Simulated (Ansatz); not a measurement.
Consider Ga₄Sb₃P.

The calculation's input:

```
crystal:
  lattice:
    - [4.211297895, 0.0, 0.0]
    - [-2.1056489475, 3.6470909599, 0.0]
    - [0.0, 0.0, 13.8753940947]
  atoms:
    - { symbol: P, position: [0.6666666667, 0.3333333333, -0.0003541654] }
    - { symbol: Sb, position: [0.6666666667, 0.3333333333, 0.4993827528] }
    - { symbol: Sb, position: [0.3333333333, 0.6666666667, 0.7585676554] }
    - { symbol: Sb, position: [0.3333333333, 0.6666666667, 0.2400849032] }
    - { symbol: Ga, position: [0.6666666667, 0.3333333333, 0.8283963757] }
    - { symbol: Ga, position: [0.6666666667, 0.3333333333, 0.3082891945] }
    - { symbol: Ga, position: [0.3333333333, 0.6666666667, 0.5680990609] }
    - { symbol: Ga, position: [0.3333333333, 0.6666666667, 0.047534223] }
kpoints:
  mp_grid: { grid: [12, 12, 2] }
  band_path:
    path:
      - [0.0, 0.0, 0.0]
      - [0.5, 0.0, 0.0]
      - [0.3333333333, 0.3333333333, 0.0]
      - [0.0, 0.0, 0.5]
      - [0.5, 0.0, 0.5]
      - [0.3333333333, 0.3333333333, 0.5]
      - [0.05, 0.0, 0.5]
    npoints: 1
hamiltonian:
  xc: pbe
scf:
  occupations: { method: fermi_dirac, width: 0.02 }
  n_extra_bands: 12
magnetization:
  noncollinear: true
  spin_orbit: true
output:
  forces: true
  stress: true
  eigenvalues: true
  write_density: true
  write_potential: true
  elf: true
  volumetric_format: npy
```

Launched as:

```sh
ansatz run input.yaml --threads 4 --pin off --max-ram 6451MiB --backend cpu --events-out ev --progress --plain --runs-dir out
```

Below, planes, directions and counts refer to the conventional cell (a = 4.21 Å, b = 4.21 Å, c = 13.88 Å, α = 90.00°, β = 90.00°, γ = 120.00°).

Space group P3m1; started from the ordered alloy on wurtzite lattice prototype, which need not be the ambient phase.

Level of theory: DFT, PBE with spin-orbit coupling, plane waves, PAW (Ansatz 0.2.0).

Question: Predict the valence pseudo-density and electron localisation function between the atoms.

Answer: Ga–P (2.38 Å): ρ at the midpoint is about 0.52 e/Å³; the ELF peaks at about 0.90 in the valence shell of P, 0.7 Å from its nucleus, and is about 0.75 at the midpoint.
Ga–Sb (2.65 Å): ρ at the midpoint is about 0.43 e/Å³, with its minimum of 0.39 e/Å³ about 1.1 Å from Ga; the ELF peaks at about 0.70 between the atoms.

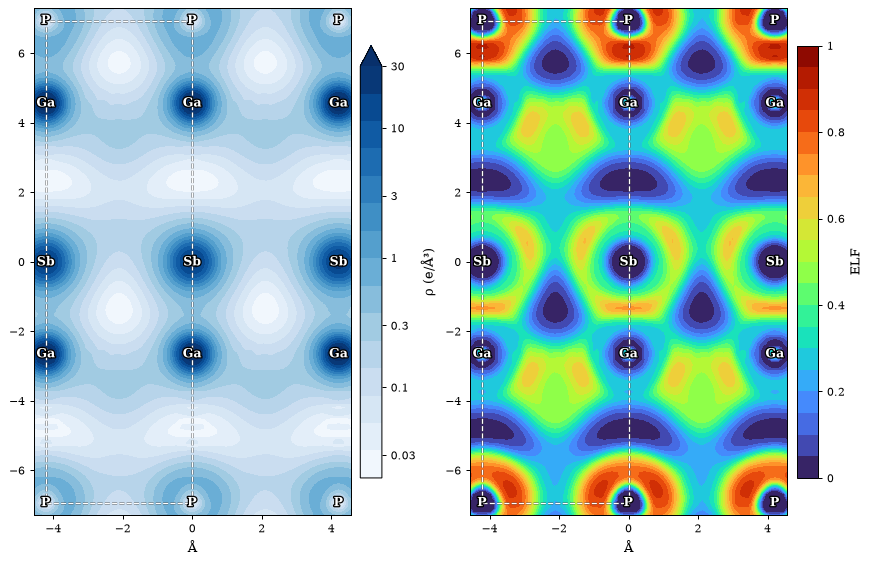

Computed valence pseudo-density and electron localisation function on the (100) plane of the conventional cell, in this order. 

In a PAW calculation such maps are meaningful between the atoms, not at the nuclei.
